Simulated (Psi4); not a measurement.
# CH5BFNO (SMILES COB(N)F), step by step

Aim: a structure relaxation (PBE0-D4/def2-SVP), then the harmonic vibrations of CH5BFNO. 

Program for the calculation: Psi4 1.11.

**1. The molecule**

CH5BFNO: 10 atoms, total charge 0, spin state singlet. SMILES: `COB(N)F`. The shape is that of a PBE0-D4/def2-TZVP optimisation. This is one conformer, not always the lowest. The run starts from this shape.

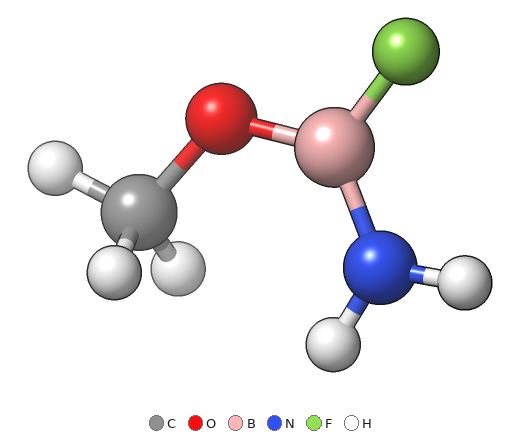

The structure, seen from a chosen angle (carbon grey, oxygen red, boron pink, nitrogen blue, fluorine green, hydrogen white).

**2. A geometry optimisation at PBE0-D4/def2-SVP (density fitting) (run 1)**

File calc.dat:

```
memory 1600 mb

molecule {
  0 1
  C     -2.51994979     0.49699797    -0.90291114
  O     -0.17347686     0.21032652    -2.11365867
  B      1.95605551    -0.26796316    -0.75985887
  N      2.05810072    -0.52024160     1.88046647
  F      4.09390268    -0.50909222    -2.08852531
  H     -2.50350917     2.09268271     0.41725153
  H     -3.06003351    -1.21944027     0.12264323
  H     -3.94083486     0.86417176    -2.34817368
  H      0.55406770    -0.36830762     3.02242796
  H      3.69233587    -0.87532114     2.77562973
  units au
}

set {
  basis        def2-SVP
  geom_maxiter 60
}

optimize('pbe0-d4')
```

The run is started by

```bash
$ psi4 calc.dat calc.out -n 1
```

calc.out:

```text
[...]
  Running in c1 symmetry.
[...]
  Nuclear repulsion =  174.458255531867763
[...]
  Multiplicity = 1
[...]
  Nalpha       = 20
  Nbeta        = 20
[...]
    Number of basis functions: 95
[...]
   @DF-RKS iter   1:  -295.08623873518201   -3.82731e-01   8.92847e-03 DIIS/ADIIS
[...]
   @DF-RKS iter   7:  -295.39402415610863   -5.22959e-12   7.76256e-09 DIIS
[...]
    Orbital Energies [Eh]
    ---------------------
    Doubly Occupied:
       1A    -24.741413     2A    -19.213137     3A    -14.383625
       4A    -10.288017     5A     -6.843023     6A     -1.188923
       7A     -1.049916     8A     -0.877047     9A     -0.711449
      10A     -0.559024    11A     -0.544846    12A     -0.517130
      13A     -0.481492    14A     -0.479961    15A     -0.445180
      16A     -0.437946    17A     -0.399587    18A     -0.335156
      19A     -0.325710    20A     -0.285686
[...]
  @DF-RKS Final Energy:  -295.39402415610863
   => Energetics <=
    Nuclear Repulsion Energy =            174.3657675854014713
    One-Electron Energy =                -751.2231209972447914
    Two-Electron Energy =                 309.6086051586194117
    DFT Exchange-Correlation Energy =     -28.1405910917960398
    Empirical Dispersion Energy =          -0.0046848110886833
    VV10 Nonlocal Energy =                  0.0000000000000000
    Total Energy =                       -295.3940241561086282
[...]
 Multipole Moments:
 ------------------------------------------------------------------------------------
     Multipole            Electronic (a.u.)      Nuclear  (a.u.)        Total (a.u.)
 ------------------------------------------------------------------------------------
 L = 1.  Multiply by 2.5417464519 to convert [e a0] to [Debye]
 Dipole X            :          6.7059387           -7.3836013           -0.6776626
 Dipole Y            :         -0.8255006            0.8318477            0.0063471
 Dipole Z            :         -3.3949862            4.6024149            1.2074287
 Magnitude           :                                                    1.3846122
[...]
  -Total Gradient:
     Atom            X                  Y                   Z
    ------   -----------------  -----------------  -----------------
       1        0.000062016221    -0.000005283339    -0.000017809342
       2        0.000034510765     0.000017814218    -0.000077815819
       3       -0.000034960833    -0.000056462029     0.000033476926
       4        0.000039613033     0.000009499678    -0.000029245371
       5        0.000072526422     0.000013798774    -0.000027524331
       6        0.000031793439    -0.000002102496    -0.000003745527
       7        0.000034224118    -0.000008964564    -0.000004745234
       8       -0.000011199579     0.000001261458     0.000009715444
       9        0.000057716556    -0.000005725439    -0.000004499729
      10        0.000037517579    -0.000002293688    -0.000033097309
[...]
```

The script printed:

```text
Optimizer: Optimization complete!
```

Wall time 50 s (1 thread of AMD EPYC 7R43 (Zen 3), shared host); peak memory 0.78 GiB.

Steps, from the record of the run:

```tsv
step	energy from the first frame kept (eV)	largest force (eV/Å)
0	0.0000	0.6670
1	-0.0078	0.1988
2	-0.0084	0.0516
3	-0.0084	0.0045
```

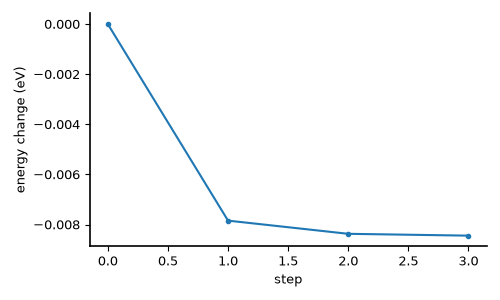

Energy along the run.

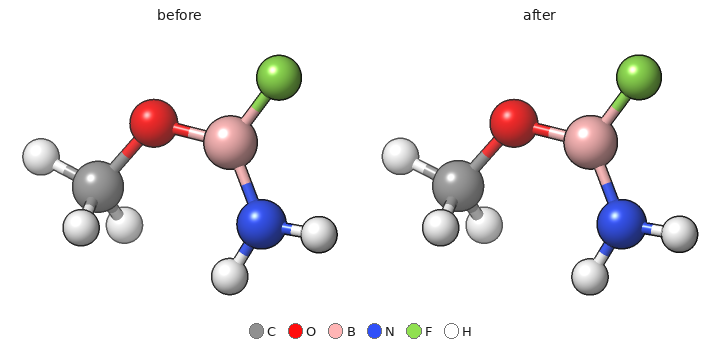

Before and after, at one scale.

After the run. Bond lengths: C1–O2 1.396 Å, O2–B3 1.359 Å, B3–N4 1.407 Å, B3–F5 1.337 Å, C1–H6 1.106 Å, C1–H7 1.106 Å, C1–H8 1.100 Å, N4–H9 1.009 Å, N4–H10 1.010 Å. Some angles: C1–O2–B3 121.3°, O2–B3–N4 124.8°, O2–B3–F5 116.3°, N4–B3–F5 118.9°, O2–C1–H6 112.0°, O2–C1–H7 112.0°, O2–C1–H8 108.8°, B3–N4–H9 124.5°, B3–N4–H10 121.1°, H6–C1–H7 108.2°.

**3. The harmonic vibrations at PBE0-D4/def2-SVP (density fitting) (run 2)**

File ch5bfno.in:

```
memory 1.6 GB

molecule system {
  0 1
  C     -1.329841     0.263037    -0.484565
  O     -0.093673     0.111246    -1.114284
  B      1.036020    -0.142205    -0.401991
  N      1.089925    -0.275638     0.997129
  F      2.165550    -0.269052    -1.106528
  H     -1.332900     1.112462     0.223333
  H     -1.628773    -0.647637     0.066763
  H     -2.094766     0.459677    -1.249569
  H      0.292792    -0.196045     1.609803
  H      1.961929    -0.464186     1.470277
}

set {
  basis def2-SVP
  reference rks
  t 900.0
  rotational_symmetry_number 1
}

freq('pbe0-d4')
```

The run is started by

```bash
$ psi4 ch5bfno.in ch5bfno.out -n 1
```

ch5bfno.out:

```text
[...]
  Running in c1 symmetry.
[...]
  Nuclear repulsion =  174.365757300181428
[...]
  Multiplicity = 1
[...]
  Nalpha       = 20
  Nbeta        = 20
[...]
    Number of basis functions: 95
[...]
   @DF-RKS iter   1:  -295.08635061955027   -3.84713e-01   8.92129e-03 DIIS/ADIIS
[...]
   @DF-RKS iter  12:  -295.39402200792563   -1.19371e-12   1.23345e-09 DIIS
[...]
  @DF-RKS Final Energy:  -295.39402200792563
   => Energetics <=
    Nuclear Repulsion Energy =            174.3642844666189831
    One-Electron Energy =                -751.2204233734242962
    Two-Electron Energy =                 309.6073035364690895
    DFT Exchange-Correlation Energy =     -28.1405018406623597
    Empirical Dispersion Energy =          -0.0046847969270343
    VV10 Nonlocal Energy =                  0.0000000000000000
    Total Energy =                       -295.3940220079256278
[...]
  -Total Gradient:
     Atom            X                  Y                   Z
    ------   -----------------  -----------------  -----------------
       1        0.000054630051    -0.000003051993    -0.000019448518
       2        0.000032107477     0.000013683134    -0.000054318155
       3        0.000139513061    -0.000086651185     0.000033900003
       4        0.001381205680    -0.000195409809    -0.000255415360
       5        0.000068994377     0.000019586047    -0.000054113887
       6        0.000031330705    -0.000000966663    -0.000003968079
       7        0.000032666264    -0.000010077366    -0.000005481523
       8       -0.000011266152     0.000000912512     0.000010944191
       9       -0.000761001300     0.000071578112     0.000708200562
      10       -0.000644253515     0.000151924971    -0.000515147000
[...]
  ==> Harmonic Vibrational Analysis <==
[...]
  Freq [cm^-1]                 118.3286            146.7099            232.3731
[...]
  IR activ [km/mol]             0.0000              0.8666              0.2969
[...]
  Freq [cm^-1]                 367.1508            408.8501            484.8632
[...]
  IR activ [km/mol]            184.2522             0.7772             10.2362
[...]
  Freq [cm^-1]                1216.0543           1411.7844           1428.3192
[...]
  IR activ [km/mol]             7.2366             115.3860            450.7639
[...]
  Freq [cm^-1]                1477.5493           1479.0552           1516.1086
[...]
  IR activ [km/mol]             6.2953             13.4387             175.7671
[...]
  Freq [cm^-1]                1604.6375           3011.8741           3087.7201
[...]
  IR activ [km/mol]            310.0211            48.3416             42.0200
[...]
  Freq [cm^-1]                3150.3878           3664.1523           3773.6656
[...]
  IR activ [km/mol]            21.6643             46.4707             44.8889
[...]
  Total E_0, Enthalpy at 0 [K]                                                         -295.31696372 [Eh]
[...]
  Total H, Enthalpy at  900.00 [K]                                                     -295.27857309 [Eh]
[...]
  Total G, Gibbs energy at  900.00 [K]                                                 -295.43732189 [Eh]
[...]
```

On the terminal:

```text
Warning: used thermodynamics relations inappropriate for low-frequency modes: ['118.3286' '146.7099' '232.3731' '367.1508' '408.8501' '484.8632'
 '519.8902']
```

Wall time 11 min (1 thread of AMD EPYC 7R43 (Zen 3), shared host); peak memory 0.78 GiB.

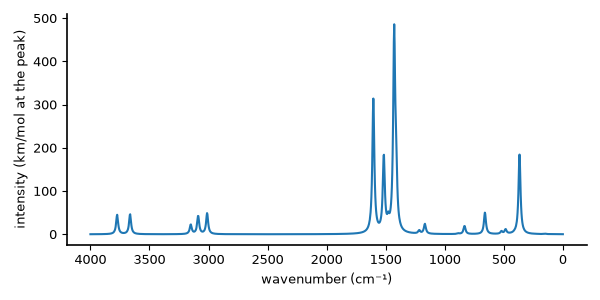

Harmonic infrared spectrum, unscaled, lines broadened by 10 cm⁻¹.

**4. Results**

```
                                                                       quantity              value
                               run 1, PBE0-D4/def2-SVP: total energy at the end      -295.39402 Eh
                                         run 1, PBE0-D4/def2-SVP: dipole moment             3.52 D
                                           run 1, PBE0-D4/def2-SVP: HOMO energy           -7.77 eV
                                           run 1, PBE0-D4/def2-SVP: LUMO energy            1.48 eV
                                         run 1, PBE0-D4/def2-SVP: HOMO–LUMO gap            9.25 eV
                                     run 1, PBE0-D4/def2-SVP: dispersion energy      -12.30 kJ/mol
                            run 2, PBE0-D4/def2-SVP: lowest harmonic wavenumber           118 cm⁻¹
                           run 2, PBE0-D4/def2-SVP: highest harmonic wavenumber          3774 cm⁻¹
                                     run 2, PBE0-D4/def2-SVP: zero-point energy       202.3 kJ/mol
run 2, PBE0-D4/def2-SVP: ideal-gas entropy at 900 K (symmetry number 1 as used)  110.7 cal/(mol K)
```

**Reading.** The optimisation (run 1, PBE0-D4/def2-SVP) took 4 steps and changed the energy by -0.008 eV. All 24 modes (run 2, PBE0-D4/def2-SVP) are real, so the shape is a minimum at this level.
